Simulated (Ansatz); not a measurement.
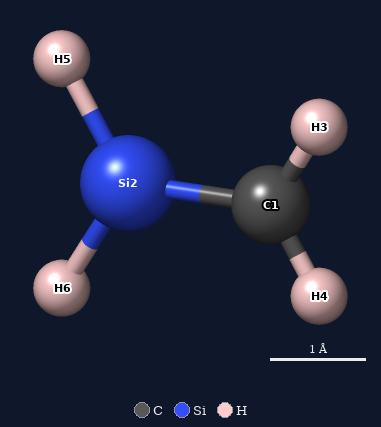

**Figure 1.** The structure (ball-and-stick view, seen at a tilt; atoms are numbered from 1 in the order of the input).

## What a change does: single-point calculation on CH₄Si

System: CH₄Si, SMILES C=[SiH2].
Method of run 1: RKS PBE-D4/def2-TZVP (Ansatz 0.2.0).

Text and figures count atoms from 1; the logs count them from 0 in places.

The input, run 1:
```yaml
crystal:
  periodic: [false, false, false]
  atoms:
    - { symbol: C, position_ang: [-0.717921, -0.531489, -0.25716] }
    - { symbol: Si, position_ang: [0.604889, 0.44773, 0.216643] }
    - { symbol: H, position_ang: [-1.3934, -0.984914, 0.469397] }
    - { symbol: H, position_ang: [-0.938536, -0.741122, -1.3046] }
    - { symbol: H, position_ang: [0.913697, 0.739326, 1.642103] }
    - { symbol: H, position_ang: [1.531271, 1.070468, -0.766383] }
basis:
  gaussian: { orbitals: def2-TZVP }
hamiltonian:
  xc: pbe
  dispersion: d4
output:
  forces: true
```

Launched with:
```bash
ansatz run input.yaml --threads 1 --pin off --max-ram 2560MiB --backend cpu --events-out ev --progress --plain --runs-dir out
```

Hardware: 1 thread of Arm Neoverse V1, 24 GiB of memory available, shared host.

Output (run 1):
```
Engine: ansatz 0.2.0, aarch64-unknown-linux-gnu
Functional definition: PBE
  parameter kappa = 0.804
  parameter beta = 0.06672455060314922
  exchange = pbe_x(kappa = kappa, mu = beta*pi^2/3)
  correlation = pbe_c(beta = beta)
608 factors; their error is unknown
mean field evaluation 1: about -8959.9730 eV, gradient 7.1e1 eV
mean field evaluation 2: about -8918.2422 eV, gradient 1.1e2 eV
mean field evaluation 4: about -8972.5655 eV, gradient 1.0e1 eV
mean field evaluation 8: about -8973.0063 eV, gradient 2.4e-1 eV
mean field evaluation 16: about -8973.0064 eV, gradient 1.5e-5 eV
mean field -8973.00637597 eV, -329.7519021946 hartree, gradient 1.5e-5 eV, S^2 0.000000; 0 other end points of the search recorded, 0 dependent functions left out
the calculation of the forces begins
reference -8973.00641077 eV, -329.7519034737 hartree; 12, 12 occupied and 80, 80 virtual orbitals, 608 factors
Total energy: -8973.08811944 eV, -329.7549062117 hartree
Atom 0 at    -0.717921    -0.531489    -0.257160 Å, force    -0.001144    -0.000355    -0.000248 eV/Å
Atom 1 at     0.604889     0.447730     0.216643 Å, force    -0.000051    -0.000015    -0.000051 eV/Å
Atom 2 at    -1.393400    -0.984914     0.469397 Å, force     0.000563     0.000158     0.000256 eV/Å
Atom 3 at    -0.938536    -0.741122    -1.304600 Å, force     0.000606     0.000303     0.000060 eV/Å
Atom 4 at     0.913697     0.739326     1.642103 Å, force    -0.000123    -0.000077     0.000436 eV/Å
Atom 5 at     1.531271     1.070468    -0.766383 Å, force     0.000149    -0.000014    -0.000452 eV/Å
Dipole moment:     0.098536     0.072983     0.035300 e Å
```

The input of run 2 differs as follows (lines with − go, lines with + come):
```diff
-    - { symbol: C, position_ang: [-0.717921, -0.531489, -0.25716] }
-    - { symbol: Si, position_ang: [0.604889, 0.44773, 0.216643] }
-    - { symbol: H, position_ang: [-1.3934, -0.984914, 0.469397] }
-    - { symbol: H, position_ang: [-0.938536, -0.741122, -1.3046] }
-    - { symbol: H, position_ang: [0.913697, 0.739326, 1.642103] }
-    - { symbol: H, position_ang: [1.531271, 1.070468, -0.766383] }
+    - { symbol: C, position_ang: [-0.694648, -0.514296, -0.248812] }
+    - { symbol: Si, position_ang: [0.590749, 0.437259, 0.211572] }
+    - { symbol: H, position_ang: [-1.584947, -0.646827, 0.47472] }
+    - { symbol: H, position_ang: [-0.674788, -1.025388, -1.284089] }
+    - { symbol: H, position_ang: [1.109584, 0.529858, 1.632205] }
+    - { symbol: H, position_ang: [1.379856, 1.313004, -0.740494] }
```

How does run 2 compare with run 1?

With the same method and basis, run 2 lies 13.9 kcal/mol higher. The largest force goes from 0.001 to 3.110 eV/Å.

Output (run 2):
```
Engine: ansatz 0.2.0, aarch64-unknown-linux-gnu
Functional definition: PBE
  parameter kappa = 0.804
  parameter beta = 0.06672455060314922
  exchange = pbe_x(kappa = kappa, mu = beta*pi^2/3)
  correlation = pbe_c(beta = beta)
608 factors; their error is unknown
mean field evaluation 1: about -8959.9145 eV, gradient 7.0e1 eV
mean field evaluation 2: about -8918.7620 eV, gradient 1.1e2 eV
mean field evaluation 4: about -8972.0522 eV, gradient 9.1e0 eV
mean field evaluation 8: about -8972.4046 eV, gradient 2.3e-1 eV
mean field evaluation 16: about -8972.4047 eV, gradient 2.4e-5 eV
mean field -8972.40474079 eV, -329.7297925098 hartree, gradient 2.4e-5 eV, S^2 0.000000; 0 other end points of the search recorded, 0 dependent functions left out
the calculation of the forces begins
reference -8972.40477717 eV, -329.7297938466 hartree; 12, 12 occupied and 80, 80 virtual orbitals, 608 factors
Total energy: -8972.48676603 eV, -329.7328068816 hartree
Atom 0 at    -0.694648    -0.514296    -0.248812 Å, force    -2.403773    -1.776601    -0.859131 eV/Å
Atom 1 at     0.590749     0.437259     0.211572 Å, force     1.923286     1.424086     0.688964 eV/Å
Atom 2 at    -1.584947    -0.646827     0.474720 Å, force     1.493490    -0.527470    -1.160823 eV/Å
Atom 3 at    -0.674788    -1.025388    -1.284089 Å, force    -0.672703     1.132340     1.452794 eV/Å
Atom 4 at     1.109584     0.529858     1.632205 Å, force    -0.448734     0.345994    -0.258407 eV/Å
Atom 5 at     1.379856     1.313004    -0.740494 Å, force     0.108434    -0.598349     0.136603 eV/Å
Dipole moment:     0.095086     0.070493     0.034020 e Å
```

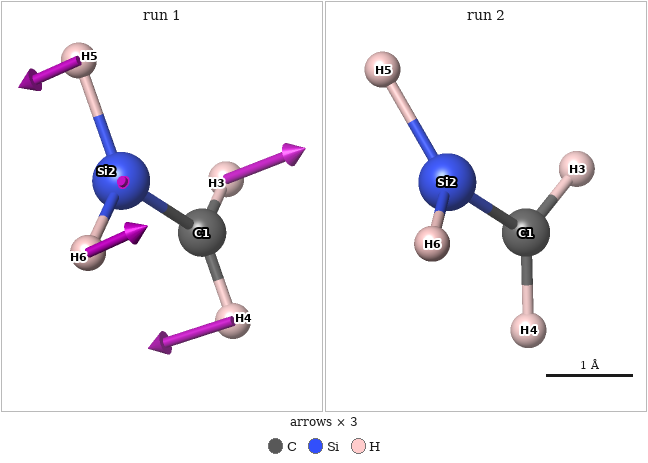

**Figure 2.** The two input geometries at one scale (ball-and-stick view, seen at a tilt). The pink arrows on the first give the shifts of the atoms after the best rigid fit, magnified 3 times. The largest moves after the best rigid fit, 0.39 Å, are those of H3 and H4. Largest moves by element: H 0.39 Å, Si 0.05 Å. C stays in place. Among the contacts that change: C1–H3 1.091 → 1.155 Å, C1–Si2 1.713 → 1.664 Å, Si2–H5 1.487 → 1.515 Å.

The two runs side by side:

| quantity | run 1 | run 2 |
| --- | --- | --- |
| outcome | converged | converged |
| total energy (hartree) | −329.754906 | −329.732807 |
| largest force (eV/Å) | 0.001 | 3.110 |
| basis functions | 92 | 92 |
| wall time (shared host) | 1.4 s | 1.3 s |
